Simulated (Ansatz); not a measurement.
# Does disorder add resistance in series? Ir(111) layers displaced at 500 K

Two lengths of the disordered region are known. What area resistance does the third give?

Set-up. Ansatz 0.2.0, plane waves with PAW datasets at their recommended cutoffs (420 eV for most), Fermi-Dirac smearing; ballistic transmission by layer matching. The area resistance is RA = A (h/2e²)(1/T − 1/N), with T the zone-mean transmission per spin and N the lead's channels, both averaged over a few energies near the Fermi level; for magnets each spin is taken apart, with h/e², and the two conduct in parallel. Lateral cell 2x2, PBE, a fresh random draw for each length. Atoms are displaced independently, by 0.0468 Å r.m.s. per direction; each RA is scaled by the nominal over the drawn mean square displacement.

The runs, with one result withheld:

| length (Å) | channels N | RA (fΩ m²) |
| --- | --- | --- |
| 8.87 | 5.940 | 0.0579 |
| 17.7 | 5.940 | 0.118 |
| 26.6 | 6.060 | ? |

Worked fit:

Ohm's law makes RA linear in the length: the slope is (0.118 − 0.0579)/(17.7 − 8.87) = 6.76×10⁻³ fΩ m² per Å, or 6.8 µΩ cm. Then 0.118 + 6.76×10⁻³ × 8.87. Predicted: 0.178 fΩ m².

**The withheld run.**

0.177 fΩ m², so the prediction is 0.47 % too high. The three lengths together give 6.7 µΩ cm. The two increments are 0.060 and 0.059 fΩ m², roughly as Ohm's law has it, though with one draw for each length that is a weak test.

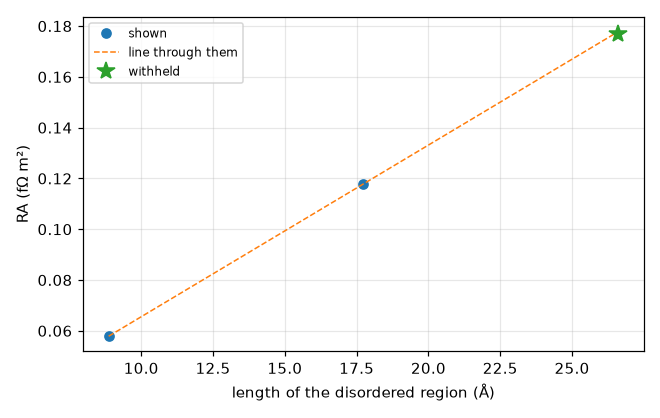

Area resistance against length.

Caveats: The scatterers repeat sideways with the small cell. The slope is a raw one; a model of isotropic scattering puts it 1.10 times the bulk value over these lengths. Spin-orbit coupling is left out, which matters for Ir.
